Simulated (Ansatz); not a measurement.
**C4H3F9GeO (SMILES C[O][Ge]([C](F)(F)F)([C](F)(F)F)[C](F)(F)F): density, localisation and related maps**

The calculation's input:

```
crystal:
  periodic: [false, false, false]
  atoms:
    - {symbol: C, position_ang: [-0.401011, -1.227737, 2.147465]}
    - {symbol: O, position_ang: [0.550454, -0.432777, 1.454797]}
    - {symbol: Ge, position_ang: [0.240531, 0.194077, -0.147714]}
    - {symbol: C, position_ang: [-1.129200, 1.672144, -0.103849]}
    - {symbol: F, position_ang: [-0.628238, 2.787660, 0.434837]}
    - {symbol: F, position_ang: [-1.562803, 1.971455, -1.332994]}
    - {symbol: F, position_ang: [-2.194940, 1.313741, 0.626331]}
    - {symbol: C, position_ang: [-0.438462, -1.253961, -1.375750]}
    - {symbol: F, position_ang: [-1.729295, -1.523166, -1.133102]}
    - {symbol: F, position_ang: [0.247249, -2.389425, -1.206478]}
    - {symbol: F, position_ang: [-0.332884, -0.899824, -2.659797]}
    - {symbol: C, position_ang: [2.000073, 0.902671, -0.800566]}
    - {symbol: F, position_ang: [2.840213, -0.092263, -1.101518]}
    - {symbol: F, position_ang: [2.588686, 1.673384, 0.114656]}
    - {symbol: F, position_ang: [1.827536, 1.638179, -1.906405]}
    - {symbol: H, position_ang: [-1.327939, -0.678615, 2.336164]}
    - {symbol: H, position_ang: [-0.634256, -2.147074, 1.601420]}
    - {symbol: H, position_ang: [0.046788, -1.497165, 3.104403]}
basis:
  gaussian: {orbitals: def2-TZVPP}
hamiltonian: {xc: pbe0, dispersion: d4}
output: {orbitals: {seedname: orbitals}}
```

Launched as:

```sh
ansatz run in.yaml --threads 11 --pin off --events-out ev --progress --plain --max-ram 174080MiB --backend cuda --devices 0, --max-vram 75GiB
```

Geometry: PBE0-D4/def2-TZVP.

Method: RKS PBE0-D4/def2-TZVPP in Ansatz 0.2.0.

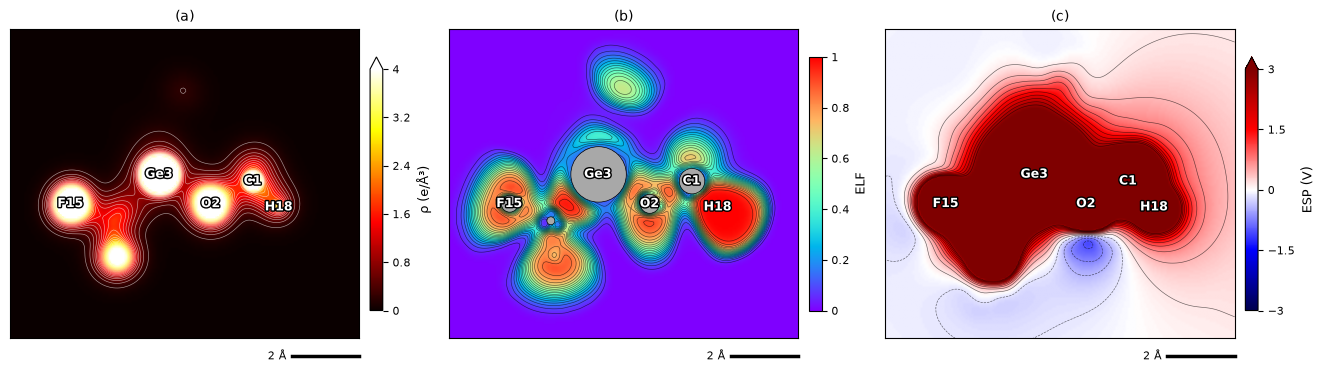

Figure 1. (a) total electron density; (b) electron localisation function; (c) molecular electrostatic potential on the plane of atoms C1, O2 and Ge3. Grey discs cover the atomic cores in the ELF map.

> Describe what can be read from this map.

- The section cuts through C, O, Ge, F and H sites.
- C–O (1.42 Å): ρ at the midpoint is about 2 e/Å³, with its minimum of 1.7 e/Å³ about 0.5 Å from C; the ELF peaks at about 0.85 between the atoms (a shared but strongly polarised pair).
- Ge–O (1.75 Å): ρ is about 1.1 e/Å³ halfway; the ELF peaks at about 0.85 in the valence shell of O, 0.6 Å from its nucleus, and is about 0.35 at the midpoint.
- C–H (1.09 Å): ρ is about 2.1 e/Å³ halfway; the ELF climbs to about 1 towards the hydrogen, as it does in any bond to H: a covalent bond by its length.
- The ELF also peaks beside F14, O2 and F15, away from the bonds: lone-pair regions.
- Outside the dense part of the molecule the potential is most negative (−1.1 V) near O2.

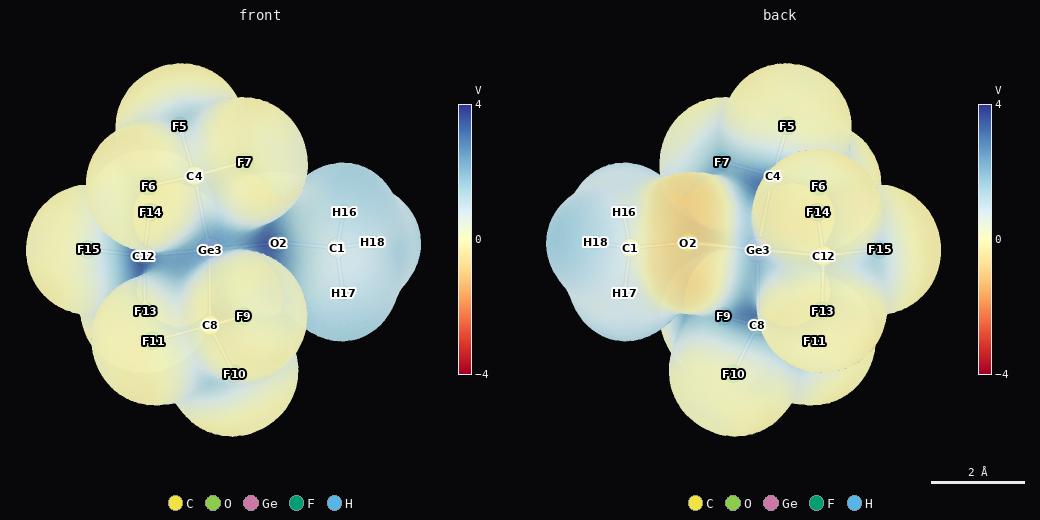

Figure 2. The molecular electrostatic potential painted on the density surface at 0.004 e/bohr³, seen from the front and from behind; red is negative and blue positive.

> Where is the surface potential most negative and most positive?

The most negative region (about −0.9 V, or −21 kcal/mol for a unit charge) lies over O2, the most positive (about +3.3 V, or +76 kcal/mol for a unit charge) over Ge3.

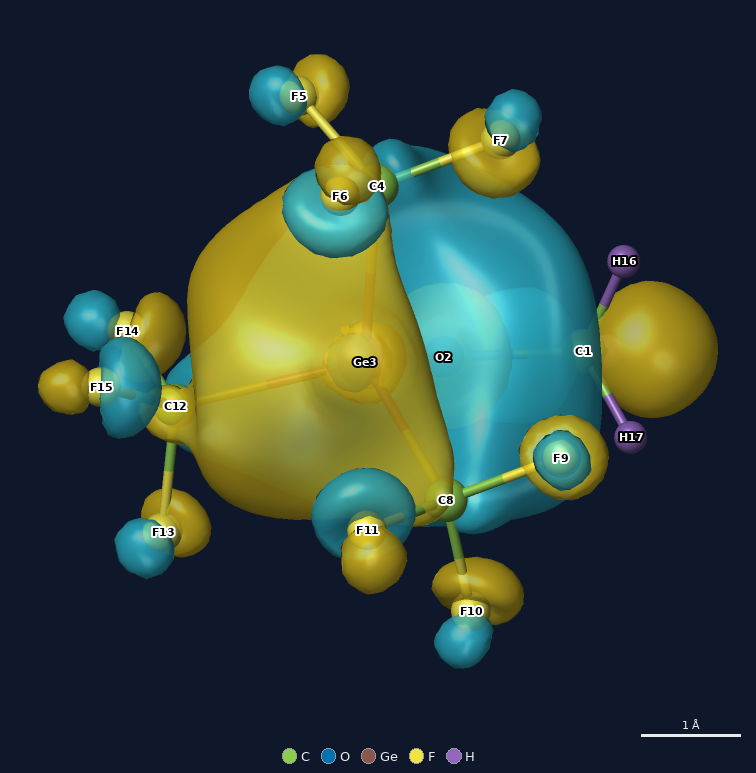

Figure 3. One frontier orbital at ±0.08 Å⁻³ᐟ² (yellow and cyan are the two phases), seen at a tilt.

> Which orbital is it: HOMO or LUMO?

The LUMO, at −0.51 eV. Its weight (Hirshfeld) is mainly on Ge3 (about 35 %), O2 (about 15 %), C4 (about 5 %), C8 (about 5 %), C1 (about 5 %) and C12 (about 5 %).
